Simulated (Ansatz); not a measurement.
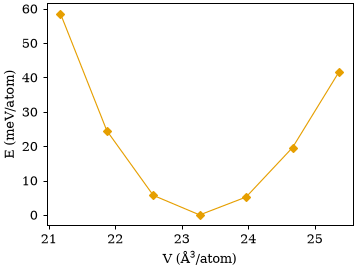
*LaPd2 in space group I4/mmm (No. 139; La on 2a, Pd on 4d) under volume change, r²SCAN in the plane-wave PAW code Ansatz, shape and atoms relaxed at each volume.*

Task: What does a third-order Birch–Murnaghan fit give for V₀, B₀ and B′?

Result: V₀ = 23.27 Å³/atom, B₀ = 83.2 GPa, B′ = 4.8.

The workflow started from an entry of the Crystallography Open Database (COD). Whether it is the stable phase at ambient conditions was not checked. Symmetry was held in the r²SCAN relaxation; its stability against distortions is not shown here. No spin polarisation was allowed. The volume moved by -19 % from the start of the relaxation. The volume fell by over 15 % from the filed cell, which may lack light atoms or belong to other conditions. Spin–orbit coupling is left out wherever it is not named.

Potentials: the later of the program's two PAW sets.
